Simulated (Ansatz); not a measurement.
# ZrGe (model cell, started as rocksalt type): from the cell to its phonons, part 2 of 3

Aim: the vibrations of ZrGe (model cell, started as rocksalt type), their spectra, and whether the structure is stable.

Ansatz 0.2.0; DFT PBEsol, scalar-relativistic, plane waves, PAW.

So far. Step 3 (Tight relaxation): The forces vanish by symmetry and the pressure is 0.000 GPa, within the tolerances set. The cell now holds 19.81 Å³/atom. The relaxed cell has a = 5.412 Å (conventional setting).

The structure was built from a prototype and need not be the compound's stable phase.

## 4. Linear response at the zone centre

The zone centre comes first: it holds the modes that light can see, as far as symmetry allows. No field response is asked, since the mesh shows no gap.

Input file input.yaml:

```yaml
crystal:
  lattice:
    - [0.0, 2.7059586679, 2.7059586679]
    - [2.7059586679, 0.0, 2.7059586679]
    - [2.7059586679, 2.7059586679, 0.0]
  atoms:
    - { symbol: Zr, position: [0.0, 0.0, 0.0] }
    - { symbol: Ge, position: [0.5, 0.5, 0.5] }
kpoints:
  mp_grid: { grid: [16, 16, 16] }
hamiltonian:
  xc: pbesol
scf:
  occupations: { method: methfessel_paxton, width: 0.2 }
output:
  eigenvalues: true
phonons:
  method: dfpt
```

Launch:

```
> ansatz run input.yaml --threads 8 --pin off --max-ram 14336MiB --backend cpu --events-out ev --progress --plain --runs-dir out
```

Numbers of over 12 decimals in the logs are rounded to 6 here.

The log of the run:

```text
[...]
Crystal: 2 atoms, lattice volume = 39.627 Å³
Basis set: ecut = 420 eV, 749 PW (Γ), exchange–correlation on 54×54×54 points (8 copies of the dense FFT grid, shifted against one another)
Bands: 17, of which v1, the nominal top of the filled ones, is band 13 counted from 1 (12 counted from 0)
Symmetry: 48 space group operations
k-points: 349 of 4096 (irreducible under 8 space group operations, time reversal used)
[...]
SCF iter   1: F=—  HF=-8383.757582 eV  |F-HF|=—  |Δ(HF+E_count)|=         —  Δρ=3.51e-3  dr2=4.61e-3  ethr=1.77e-3  ⟨swp⟩=4.9  Hψ=24836  notcnv=0
[...]
SCF iter   9: F=-8383.755984 eV  HF=-8383.755984 eV  |F-HF|=0.00e0  |Δ(HF+E_count)|=  1.27e-11  S|Δr|=    0.00e0  Δρ=8.11e-8  dr2=1.22e-12  ethr=1.00e-12  ⟨swp⟩=5.0  Hψ=25667  notcnv=0
SCF 1 converged in 9 iterations: F = -8383.755984 eV  dr2 = 1.22e-12
[...]
DFPT response loops at Γ: preconditioner auto → Kerker (q_TF=auto, 2.543 Å⁻¹) (partly filled bands, converged f_vac=0.000); β = 1.00, the filter's whole step (`scf.mixing.beta` (0.50) is not read by the response loops under this deck's `scf.mixing.preconditioner`; to damp them name `kerker` or `kerker_dos`, under which they read `scf.mixing.beta`, and type it under 1.00, their step now; both keys bind the ground state too); Broyden in place of MSR1
SCF converged after 9 iterations
[...]
Free energy (F): -8383.755984 eV
[...]
Internal energy: -8383.756726 eV  (E = F + TS)
E sigma→0 (E₀):  -8383.756169 eV
Entropy (-TS):   0.000742 eV (0.371 meV/atom)
Fermi energy:    13.197394 eV
Step filling:    the computed levels leave a gap of 0.0000 eV = 0.0 smearing widths at the electron count; against every level under it full and every level over it empty, smearing changes F+E_penalty+E_count by +0.206 meV and its σ→0 estimate by +0.021 meV
[...]
--- Band table (eV; the first three rows and the last of 349) ---
  k-point 0: bands = [... 9 lower, 2.8013, 13.3334, 13.3334, 13.3334, 14.1811, 14.1811, 15.5964, 15.5964]
  k-point 1: bands = [... 9 lower, 2.8675, 13.1158, 13.3091, 13.3091, 13.8865, 13.8865, 15.5133, 16.0572]
  k-point 2: bands = [... 9 lower, 3.0630, 12.5242, 12.9601, 12.9601, 13.7687, 13.7687, 15.3718, 16.9431]
  k-point 348: bands = [... 9 lower, 5.0712, 10.5568, 10.5568, 10.8778, 15.5852, 15.5852, 16.3173, 16.4083]
--- Phonons (Γ-DFPT): 2 representative perturbations + reference, on 349 of 4096 k-points (Σ response iterations 6) ---
  k mesh reduced under 8 symmetry operations, with k and −k counted as one. Each operation leaves every solved perturbation unchanged. A smaller set is not used because it would not reduce the number of displacements times k-points to solve
  ASR residual: 1.689e-5 → 0.000e0 eV/Å²; symmetrization residual: 2.437e-6 eV/Å²
  ASR residual per site (eV/Å²): 1.69e-5 8.90e-6
  Γ frequencies (cm⁻¹): 0.00 0.00 0.00 252.20 252.20 252.20
  non-analytic LO–TO correction: not included (Born effective charges unavailable; polar crystals: no LO–TO splitting at Γ)
```

The job ended after 19 s (8 threads of AMD EPYC 7R43, shared host; peak memory 1 GiB).

Reading the cycles: dr2 is the Hartree energy of the density residual (eV), the measure of convergence; HF is the Harris–Foulkes estimate of the energy, which meets the free energy F at convergence.

This step gave:

| Quantity | Value |
| --- | --- |
| sum-rule residual before enforcement | 1.69e-5 eV/Å² |
| point group | m-3m |
| highest optical mode at the zone centre (no LO-TO term) | 252.2 cm⁻¹ |
| lowest optical zone-centre mode | 252.2 cm⁻¹ |

Patterns of degenerate modes are one choice out of their space. Modes at Γ, with each element's share of the kinetic energy:

```
mode  frequency (cm⁻¹)  symmetry  Zr %  Ge %
   1               0.0  acoustic    56    44
   2               0.0  acoustic    56    44
   3               0.0  acoustic    56    44
   4             252.2       T1u    44    56
   5             252.2       T1u    44    56
   6             252.2       T1u    44    56
```

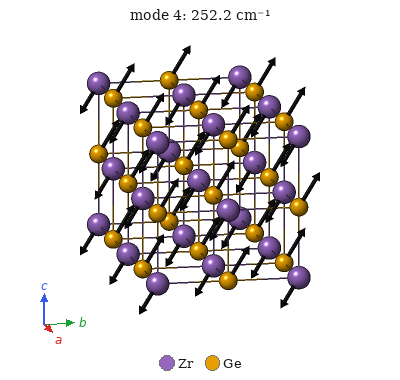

Displacement patterns of mode 4 at Γ; arrows are exaggerated. 2×1×1 conventional cells are drawn. Some periodic images of atoms are drawn too.

Before it was imposed, the acoustic sum rule was missed by 1.7e-5 eV/Å². Small misses are needed for a sound result but don't prove that mesh and cutoff are converged. The lowest optical mode is real, 252 cm⁻¹.

## 5. Response at finite wavevector

Stability and thermal properties need the whole zone. Linear response on a 4×4×4 q mesh gives force constants as far as a supercell of that size would.

input.yaml: that of step 4 with these lines changed.

```diff
@@ -18 +18,8 @@
   method: dfpt
+  qmesh: [4, 4, 4]
+  temperatures: { t_max: 1000, t_step: 50 }
+  qpath:
+    path:
+      - [[0.0, 0.0, 0.0], [0.5, 0.0, 0.5], [0.625, 0.25, 0.625]]
+      - [[0.375, 0.375, 0.75], [0.0, 0.0, 0.0], [0.5, 0.5, 0.5], [0.5, 0.25, 0.75], [0.5, 0.0, 0.5]]
+    npoints: 10
```

The log of the run:

```text
[...]
Crystal: 2 atoms, lattice volume = 39.627 Å³
Basis set: ecut = 420 eV, 749 PW (Γ), exchange–correlation on 54×54×54 points (8 copies of the dense FFT grid, shifted against one another)
Bands: 17, of which v1, the nominal top of the filled ones, is band 13 counted from 1 (12 counted from 0)
Symmetry: 48 space group operations
k-points: 145 of 4096
[...]
SCF iter   1: F=—  HF=-8383.757572 eV  |F-HF|=—  |Δ(HF+E_count)|=         —  Δρ=3.51e-3  dr2=4.61e-3  ethr=1.77e-3  ⟨swp⟩=4.9  Hψ=10293  notcnv=0
[...]
SCF iter   9: F=-8383.755984 eV  HF=-8383.755984 eV  |F-HF|=3.64e-12  |Δ(HF+E_count)|=  1.46e-11  S|Δr|=    0.00e0  Δρ=8.42e-8  dr2=1.29e-12  ethr=1.00e-12  ⟨swp⟩=5.0  Hψ=10641  notcnv=0
SCF 1 converged in 9 iterations: F = -8383.755984 eV  dr2 = 1.29e-12
[...]
SCF iter   3: F=-8383.755984 eV  HF=-8383.755984 eV  |F-HF|=3.64e-12  |Δ(HF+E_count)|=  3.64e-12  S|Δr|=    0.00e0  Δρ=7.05e-8  dr2=7.61e-13  ethr=1.00e-12  ⟨swp⟩=2.0  Hψ=6231  notcnv=0
SCF 2 converged in 3 iterations: F = -8383.755984 eV  dr2 = 7.61e-13
phonons: the bands overlap, so this run is a metal and interpolates without the dipole-dipole term. If the crystal is really an insulator or semiconductor, its LO-TO splitting is missing
NSCF: frozen V_eff on 145 k-points
[...]
DFPT response loops at q = (0, 0, 0) (fractional): preconditioner auto → Kerker (q_TF=auto, 2.543 Å⁻¹) (partly filled bands, converged f_vac=0.000); β = 1.00, the filter's whole step (`scf.mixing.beta` (0.50) is not read by the response loops under this deck's `scf.mixing.preconditioner`; to damp them name `kerker` or `kerker_dos`, under which they read `scf.mixing.beta`, and type it under 1.00, their step now; both keys bind the ground state too); Broyden in place of MSR1
[...]
SCF converged after 9 iterations
[...]
Free energy (F): -8383.755984 eV
[...]
Internal energy: -8383.756726 eV  (E = F + TS)
E sigma→0 (E₀):  -8383.756169 eV
Entropy (-TS):   0.000742 eV (0.371 meV/atom)
Fermi energy:    13.197394 eV
[...]
--- Band table (eV; the first three rows and the last of 145) ---
  k-point 0: bands = [... 9 lower, 2.8013, 13.3334, 13.3334, 13.3334, 14.1811, 14.1811, 15.5964, 15.5964]
  k-point 1: bands = [... 9 lower, 2.8675, 13.1158, 13.3091, 13.3091, 13.8865, 13.8865, 15.5133, 16.0572]
  k-point 2: bands = [... 9 lower, 3.0630, 12.5242, 12.9601, 12.9601, 13.7687, 13.7687, 15.3718, 16.9431]
  k-point 144: bands = [... 9 lower, 5.0712, 10.5568, 10.5568, 10.8778, 15.5852, 15.5852, 16.3173, 16.4083]
--- Phonons (Γ-DFPT): 2 representative perturbations + reference (Σ response iterations 6) ---
  ASR residual: 1.899e-5 → 0.000e0 eV/Å²; symmetrization residual: 2.265e-6 eV/Å²
  ASR residual per site (eV/Å²): 1.90e-5 2.62e-6
  Γ frequencies (cm⁻¹): 0.00 0.00 0.00 252.20 252.20 252.20
--- Phonons (arbitrary-q DFPT): 8 irreducible q on the 4×4×4 mesh ---
  q = [0.0000, 0.0000, 0.0000] (star 1, of the zone-centre solve; hermiticity 4.79e-7, symmetrization 1.05e-12): -0.00 -0.00 0.00 252.20 252.20 252.20
  q = [0.0000, 0.0000, 0.2500] (star 8, 2 solved perturbations on 2176 of 4096 k-point pairs; hermiticity 3.91e-7, symmetrization 4.87e-13): 97.95 97.95 125.95 234.48 234.48 247.23
[...]
q = [0.0000, 0.2500, 0.2500] (star 6, 4 solved perturbations in 3616 linear systems a pass and spin channel, the states on 1160 of 4096 k-point pairs; hermiticity 6.15e-7, symmetrization 1.93e-13): 64.63 64.63 170.71 207.32 243.58 243.58
[...]
sum rule: each row above includes the acoustic sum rule's correction from the zone centre's row sums; it moved no ω² by more than (0.24 cm⁻¹)²
  mesh force constants: q→R imaginary residual 5.00e-18; ASR residual 1.899e-5 → 0.000e0 eV/Å²; symmetrization residual 7.105e-15 eV/Å²
  interpolated dispersion: 62 rows × 6 modes
  density of states and harmonic sums: on the 20×20×20 q-mesh, interpolated from the force constants of a 4×4×4 supercell (no non-analytic term)
  largest difference from the sums on the solved wave vectors: F 1.22e-2 eV, S 1.62e-5 and C_V 4.01e-6 eV/K
  zero-point energy: 0.067403 eV/cell   skipped modes (ω ≤ 0): 3   left out of the sums: 6.25e-5 of the cell's modes: C_V's classical limit lies that fraction below 3 k_B per atom; for a crystal, a wire or a layer, F and S can be off by more, and a phonons.interpolated_qmesh denser along its periods is the remedy for the sampling
```

Run time: 8.3 min. Hardware: 8 threads; peak memory 6.4 GiB; 58 min of CPU time.

This step gave:

- sum-rule residual before enforcement: 1.90e-5 eV/Å²
- lowest frequency on the path: 0 cm⁻¹
- highest frequency on the path or at a solved wavevector: 252.2 cm⁻¹
- mean frequency: 181.2 cm⁻¹
- Debye temperature (second moment): 353 K
- logarithmic mean frequency: 169.9 cm⁻¹
- lowest mode on the q mesh (acoustic modes at Γ apart): 64.63 cm⁻¹
- zero-point energy per atom: 33.7 meV
- heat capacity at 300 K: 23.30 J/(mol atoms K)
- vibrational entropy at 300 K: 30.89 J/(mol atoms K)

Frequencies (cm⁻¹) solved at each irreducible wavevector; negative means imaginary. Frequencies by wavevector, by row:

```csv
q in reciprocal lattice units,star,mode 1,mode 2,mode 3,mode 4,mode 5,mode 6
0 0 0,1,0,0,0,252.2,252.2,252.2
0 0 0.25,8,98,98,126,234.5,234.5,247.2
0 0 -0.5,4,167.2,167.2,197.5,197.5,218,219.2
0 0.25 0.25,6,64.6,64.6,170.7,207.3,243.6,243.6
0 0.25 -0.5,24,132.5,136.4,151.1,224.2,230.1,244
0 0.25 -0.25,12,84.3,163.4,198.3,204.4,214.5,247.3
0 -0.5 -0.5,3,99.1,99.1,100.9,239.1,239.1,241.9
0.25 -0.5 -0.25,6,104.7,104.7,188.2,208.9,243.4,243.4
```

Interpolated from a 4×4×4 q mesh. Phonon branches along the path, in cm⁻¹:

```csv
point,branch 1,branch 2,branch 3,branch 4,branch 5,branch 6
Γ,0,0,0,252,252,252
X,99,99,101,239,239,242
U,106,140,145,221,243,245
jump to K,106,140,145,221,243,245
Γ,0,0,0,252,252,252
L,167,167,198,198,218,219
W,105,105,188,209,243,243
X,99,99,101,239,239,242
```

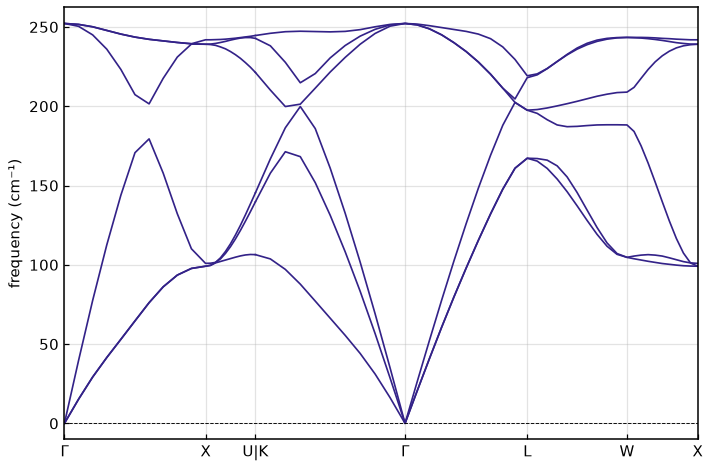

Phonon branches along the path.

The phonon density of states has structure finer than the step of the table below, so its rows give means over 20 cm⁻¹, whole bins alone (the curve runs from 1 to 253 cm⁻¹). Peaks (cm⁻¹: height): 107.0: 0.0414, 243.0: 0.188.

Tetrahedra on a 20×20×20 mesh, mean over bins of 2 cm-1. Interpolated from a 4×4×4 q mesh. The phonon density of states by wavenumber; means over each step:

```
wavenumber (cm⁻¹)  phonon density of states (1/cm⁻¹/cell)
               20                                  4.2e-4
               40                                 0.00212
               60                                 0.00558
               80                                  0.0110
              100                                  0.0277
              120                                  0.0265
              140                                  0.0238
              160                                  0.0252
              180                                  0.0236
              200                                  0.0224
              220                                  0.0425
              240                                  0.0880
```

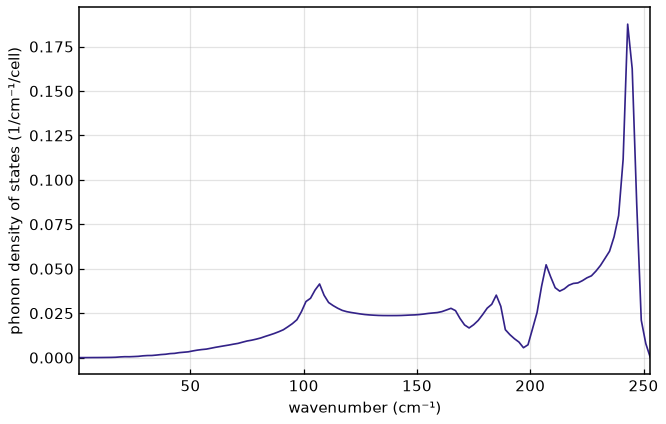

Phonon density of states against wavenumber.

The partial phonon density of states has structure finer than the step of the table below, so its rows give means over 10 cm⁻¹, whole bins alone (the curve runs from -10 to 270 cm⁻¹). Peaks (cm⁻¹: height): Ge 106.1: 0.0168, 243.4: 0.0882; Zr 106.1: 0.0226, 167.7: 0.0224, 185.3: 0.0229, 243.4: 0.0662.

Phonopy on the run's constants, 19x19x19 mesh, Gaussian sigma 2.0 cm-1. Interpolated from a 4×4×4 q mesh. Table of partial phonon density of states by wavenumber; means over each step; values in 1/cm⁻¹/cell:

| wavenumber (cm⁻¹) | Ge | Zr |
| --- | --- | --- |
| 0 | 1.8e-5 | 2.4e-5 |
| 10 | 2.6e-5 | 3.2e-5 |
| 20 | 2.2e-4 | 2.8e-4 |
| 30 | 5.2e-4 | 6.7e-4 |
| 40 | 9.0e-4 | 0.00118 |
| 50 | 0.00151 | 0.00200 |
| 60 | 0.00243 | 0.00327 |
| 70 | 0.00330 | 0.00449 |
| 80 | 0.00476 | 0.00651 |
| 90 | 0.00649 | 0.00888 |
| 100 | 0.0122 | 0.0166 |
| 110 | 0.0138 | 0.0188 |
| 120 | 0.0106 | 0.0153 |
| 130 | 0.00920 | 0.0143 |
| 140 | 0.00871 | 0.0147 |
| 150 | 0.00802 | 0.0156 |
| 160 | 0.00722 | 0.0183 |
| 170 | 0.00573 | 0.0162 |
| 180 | 0.00665 | 0.0177 |
| 190 | 0.00556 | 0.0139 |
| 200 | 0.0162 | 0.00399 |
| 210 | 0.0306 | 0.00889 |
| 220 | 0.0275 | 0.0136 |
| 230 | 0.0311 | 0.0202 |
| 240 | 0.0613 | 0.0455 |
| 250 | 0.0253 | 0.0190 |
| 260 | 5.3e-5 | 4.2e-5 |

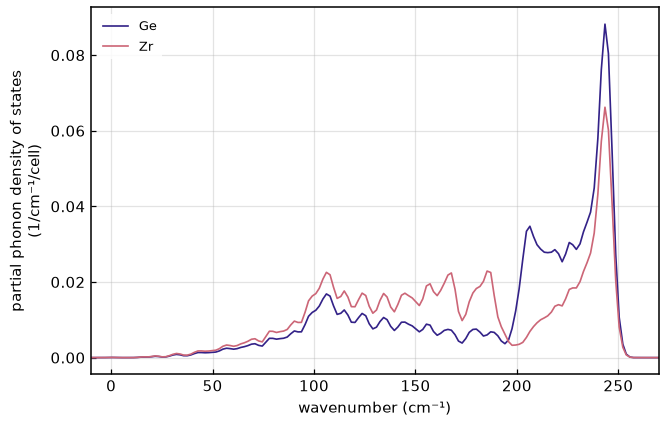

Partial phonon density of states against wavenumber.

Second derivatives of the energy by pair, one row for each kind of neighbour of each atom listed. Each entry sums the pair over the periodic images of the supercell that the q mesh stands for, and in a polar crystal it holds the long-range dipole part too. Force constants by pair, by row:

```csv
atom,neighbour,distance (Å),third of the trace (eV/Å²),along the pair's line (eV/Å²)
Zr1,itself,0,10.9,–
Zr1,Ge,2.706,-1.54,-3.864
Zr1,Zr,3.827,-0.1286,-0.6075
Zr1,Ge,4.687,-0.0663,-0.2367
Zr1,Zr,5.412,-0.1252,-0.3695
Zr1,Ge,6.051,0.0276,0.0884
Zr1,Zr,6.628,0.0245,0.0764
Ge2,itself,0,10.61,–
Ge2,Zr,2.706,-1.54,-3.864
Ge2,Ge,3.827,-0.0574,-0.2598
Ge2,Zr,4.687,-0.0663,-0.2367
Ge2,Ge,5.412,-0.1373,-0.3304
Ge2,Zr,6.051,0.0276,0.0884
Ge2,Ge,6.628,0.0206,0.0272
```

Harmonic thermodynamic functions per atom, from the density of states. Interpolated from a 4×4×4 q mesh. Thermodynamic functions, by row:

```csv
T (K),F_vib (meV/atom),S (J/mol-atom/K),C_V (J/mol-atom/K)
0,33.7,0,0
50,33.41,2.154,5.357
100,30.61,8.954,14.61
200,14.33,21.77,21.48
300,-13.21,30.89,23.3
400,-48.9,37.7,24
500,-90.87,43.09,24.33
600,-137.9,47.55,24.52
700,-189.2,51.34,24.63
800,-244.2,54.63,24.7
900,-302.3,57.54,24.75
1000,-363.3,60.15,24.79
```

Harmonic mean-square displacement, third of the trace. Interpolated from a 4×4×4 q mesh. Mean square displacements, by row:

| T (K) | Zr1 U_eq (Å²) | Ge2 U_eq (Å²) |
| --- | --- | --- |
| 0 | 0.00126 | 0.0014 |
| 100 | 0.00193 | 0.00203 |
| 300 | 0.00472 | 0.00478 |
| 600 | 0.00921 | 0.00928 |

Symmetry leaves 8 wavevectors to solve. The lowest mode among them, the acoustic zeros apart, lies at q = (0, 0.25, 0.25) and is real, 64.6 cm⁻¹.

(Continued in part 3 of 3.)

[Logs are printed without paths, hosts, clocks, repeated set-up lines and the standing remarks that a program may print on its own settings, such as how far it seeks lower states.]

[Hosts, paths, dates, database ids (printed as entryN), source tags and the programs' standing remarks are cut or masked in the printed files.]
